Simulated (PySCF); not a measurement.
# Two runs on CH$_{7}$O$_{2}$PSi$_{2}$

System: CH$_{7}$O$_{2}$PSi$_{2}$.
Method of run 1: TDDFT PBE0/def2-SVP, vertical, gas phase, core orbitals frozen in the response (PySCF 2.14.0).

The geometry comes from this level: PBE0-D3(BJ)/def2-SVP. Text and figures count atoms from 1; the logs count them from 0 in places.

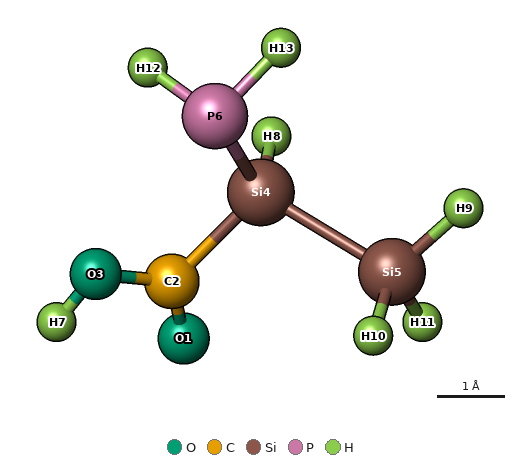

Fig. 1: The structure as given in the input (ball-and-stick view, seen at a tilt; atoms are numbered from 1 in the order of the input). Bond lengths as drawn: C–O 1.20 to 1.34 Å, C–Si 1.93 Å, H–O 0.97 Å, H–P 1.43 Å, H–Si 1.49 to 1.50 Å, P–Si 2.26 Å and Si–Si 2.34 Å.

## The input, run 1
```
{"job": {"kind": "uv", "xc": "PBE0", "basis": "def2-SVP"}, "charge": 0, "multiplicity": 1}
O      1.623209    -1.840748     0.784170
C      1.498627    -0.792528     0.206263
O      2.408180    -0.327748    -0.660587
Si    -0.032213     0.364681     0.441746
Si    -1.913778    -0.981982     0.086609
P      0.052558     2.015508    -1.105699
H      3.122398    -0.988482    -0.706092
H      0.034300     0.838436     1.858603
H     -3.151553    -0.146955     0.170293
H     -1.821725    -1.575882    -1.281779
H     -1.972766    -2.070168     1.106013
H      1.121595     2.702474    -0.452782
H     -0.963158     2.786434    -0.457093
```

The first line tells a small driver script what to run in PySCF; the rest is the geometry in Å.

Command:
```bash
OMP_NUM_THREADS=1 python <driver script> task.json out
```

Hardware: 1 CPU thread, shared host.

## Output (run 1)
```
coarse grid: 12472 points
cycle   1  E = -1111.8084490285  dE =  4.728e-01  |g| = 8.618e-01  |ddm| = 3.524e+00
cycle   2  E = -1111.4294423855  dE =  3.790e-01  |g| = 1.629e+00  |ddm| = 1.892e+00
cycle   3  E = -1111.9370385460  dE = -5.076e-01  |g| = 3.012e-01  |ddm| = 1.415e+00
cycle   4  E = -1111.9539055521  dE = -1.687e-02  |g| = 8.212e-02  |ddm| = 2.735e-01
cycle   5  E = -1111.9551310851  dE = -1.226e-03  |g| = 1.564e-02  |ddm| = 6.614e-02
cycle   6  E = -1111.9551922292  dE = -6.114e-05  |g| = 4.465e-03  |ddm| = 2.271e-02
cycle   7  E = -1111.9551975712  dE = -5.342e-06  |g| = 8.803e-04  |ddm| = 6.046e-03
final grid: 107008 points
cycle   8  E = -1112.0999953582  dE = -6.955e-06  |g| = 9.342e-03  |ddm| = 2.419e-02
cycle   9  E = -1112.0999606244  dE =  3.473e-05  |g| = 1.644e-02  |ddm| = 1.831e-02
cycle  10  E = -1112.1000110968  dE = -5.047e-05  |g| = 2.139e-03  |ddm| = 1.198e-02
cycle  11  E = -1112.1000120192  dE = -9.224e-07  |g| = 2.283e-04  |ddm| = 1.778e-03
cycle  12  E = -1112.1000120309  dE = -1.172e-08  |g| = 4.759e-05  |ddm| = 3.614e-04
cycle  13  E = -1112.1000120317  dE = -7.594e-10  |g| = 1.369e-05  |ddm| = 1.101e-04
converged SCF energy = -1112.1000120317

Static polarisability (au): isotropic 92.882, principal 74.745 95.782 108.117

Singlet excitations
state   eV       nm        f      main configurations
  1   5.0779    244.2   0.00371   H->L 0.52, H-1->L 0.42
  2   6.0326    205.5   0.00631   H-1->L 0.52, H->L 0.45
  3   6.3539    195.1   0.02382   H->L+1 0.81, H-2->L 0.10
  4   6.5775    188.5   0.01769   H-1->L+1 0.68, H-2->L 0.24
  5   6.6192    187.3   0.04225   H-2->L 0.49, H-1->L+1 0.22, H->L+2 0.12
  6   6.8085    182.1   0.03840   H->L+2 0.80, H-2->L 0.10
  7   7.0007    177.1   0.01173   H-2->L+1 0.37, H->L+3 0.35, H-1->L+2 0.16
  8   7.0234    176.5   0.00958   H-1->L+2 0.76, H-2->L+1 0.16
  9   7.3019    169.8   0.06569   H->L+4 0.42, H-2->L+1 0.23, H-2->L+2 0.13
 10   7.4017    167.5   0.05097   H-2->L+2 0.43, H->L+4 0.25, H-1->L+3 0.14

Triplet excitations (Tamm-Dancoff, eV): 4.4103 5.5619 5.6272 5.8136
```

For run 2 the input was changed thus:
```diff
-"basis": "def2-SVP"
+"basis": "6-31G*"
```

What does this change do to the results?

The total energy of run 2 is 229.6 kcal/mol lower, which measures the change of basis and not a stability. The HOMO goes from −7.63 to −7.55 eV. The LUMO goes from −0.67 to −0.49 eV. The dipole moment goes from 1.21 to 1.12 D. The lowest excitation goes from 5.08 to 5.14 eV. The strongest computed line goes from 7.30 to 7.27 eV. The number of SCF iterations is the same. The basis functions go from 131 to 110.

## Output (run 2)
```
coarse grid: 12472 points
cycle   1  E = -1112.3952642283  dE =  5.210e-01  |g| = 8.563e-01  |ddm| = 3.354e+00
cycle   2  E = -1112.0276093252  dE =  3.677e-01  |g| = 1.609e+00  |ddm| = 1.958e+00
cycle   3  E = -1112.5239242597  dE = -4.963e-01  |g| = 2.960e-01  |ddm| = 1.483e+00
cycle   4  E = -1112.5403829614  dE = -1.646e-02  |g| = 8.060e-02  |ddm| = 2.761e-01
cycle   5  E = -1112.5415547853  dE = -1.172e-03  |g| = 1.673e-02  |ddm| = 6.885e-02
cycle   6  E = -1112.5416285277  dE = -7.374e-05  |g| = 4.207e-03  |ddm| = 2.423e-02
cycle   7  E = -1112.5416333316  dE = -4.804e-06  |g| = 8.600e-04  |ddm| = 6.088e-03
final grid: 107008 points
cycle   8  E = -1112.4659577746  dE = -3.380e-06  |g| = 8.735e-03  |ddm| = 1.773e-02
cycle   9  E = -1112.4659269869  dE =  3.079e-05  |g| = 1.544e-02  |ddm| = 1.685e-02
cycle  10  E = -1112.4659721626  dE = -4.518e-05  |g| = 1.982e-03  |ddm| = 1.106e-02
cycle  11  E = -1112.4659730027  dE = -8.401e-07  |g| = 2.455e-04  |ddm| = 1.775e-03
cycle  12  E = -1112.4659730166  dE = -1.394e-08  |g| = 4.420e-05  |ddm| = 3.295e-04
cycle  13  E = -1112.4659730173  dE = -6.910e-10  |g| = 1.447e-05  |ddm| = 9.842e-05
converged SCF energy = -1112.4659730173

Static polarisability (au): isotropic 89.770, principal 70.581 92.553 106.174

Singlet excitations
state   eV       nm        f      main configurations
  1   5.1420    241.1   0.00312   H->L 0.61, H-1->L 0.33
  2   6.1659    201.1   0.00721   H-1->L 0.61, H->L 0.35
  3   6.3769    194.4   0.03755   H->L+1 0.84
  4   6.5526    189.2   0.03037   H-1->L+1 0.89
  5   6.7075    184.8   0.02275   H-2->L 0.52, H->L+2 0.38
  6   6.8444    181.1   0.06695   H->L+2 0.54, H-2->L 0.29
  7   6.9517    178.4   0.02358   H-2->L+1 0.45, H->L+3 0.31
  8   7.0516    175.8   0.00224   H-1->L+2 0.90
  9   7.2671    170.6   0.20014   H-2->L+1 0.35, H->L+4 0.21, H-2->L+2 0.14
 10   7.3375    169.0   0.06058   H->L+4 0.38, H-1->L+3 0.35

Triplet excitations (Tamm-Dancoff, eV): 4.4862 5.5137 5.6775 5.7484
```

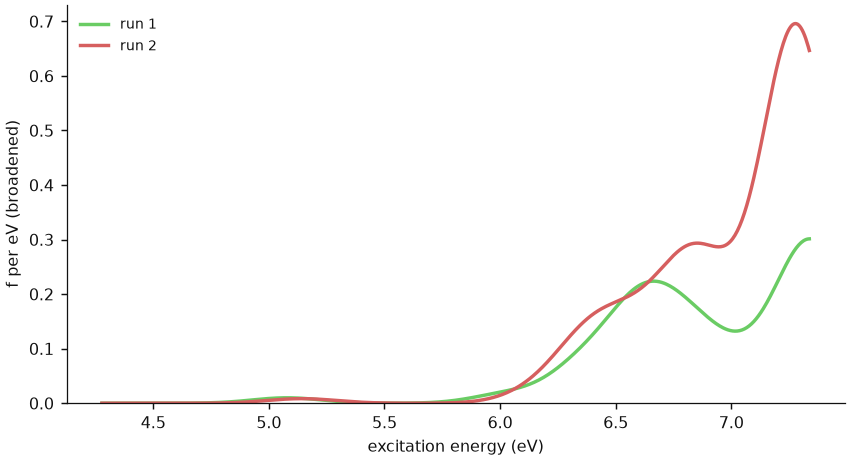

Fig. 2: Absorption of the two runs from their computed states, each broadened by a Gaussian of 0.35 eV full width; the range ends where the shorter list of states ends.

## The two runs side by side

```tsv
quantity	run 1	run 2
outcome	converged	converged
total energy (hartree)	−1112.100012	−1112.465973
HOMO (eV)	−7.63	−7.55
LUMO (eV)	−0.67	−0.49
dipole moment (D)	1.21	1.12
lowest excitation (eV)	5.08	5.14
SCF iterations	13	13
strongest computed line (eV)	7.30	7.27
basis functions	131	110
wall time (shared host)	16 s	13 s
```
